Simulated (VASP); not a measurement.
Band structure of TeO2 (relaxed from the 3R-MoS2 structure, space group R3m). Level of theory: r2SCAN meta-GGA, VASP's PBE PAW potentials (set 64) (plane waves; VASP).

Unless said otherwise, spin-orbit coupling is left out, though it shifts the bands of the heavy elements here.

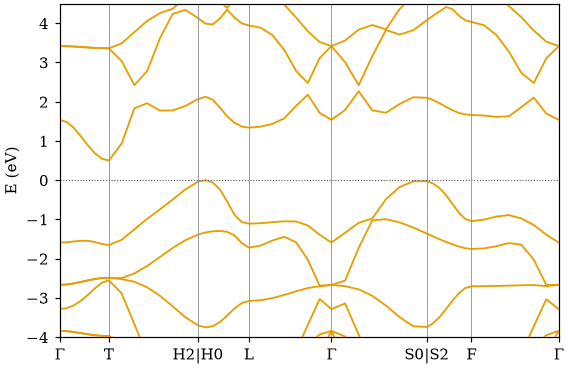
Figure. Bands along high-symmetry lines, zero at the valence-band maximum or, without a gap, the Fermi level

Read the plot: is there a gap, and where are the band edges?

The gap is indirect, 0.50 eV, from the valence maximum at H0-L at 0.14 to the conduction minimum at T.

The structure was generated: TeO2 was put into the 3R-MoS2 type (R3m), which need not be its known phase. It was relaxed first, which changed the volume by +24 %.
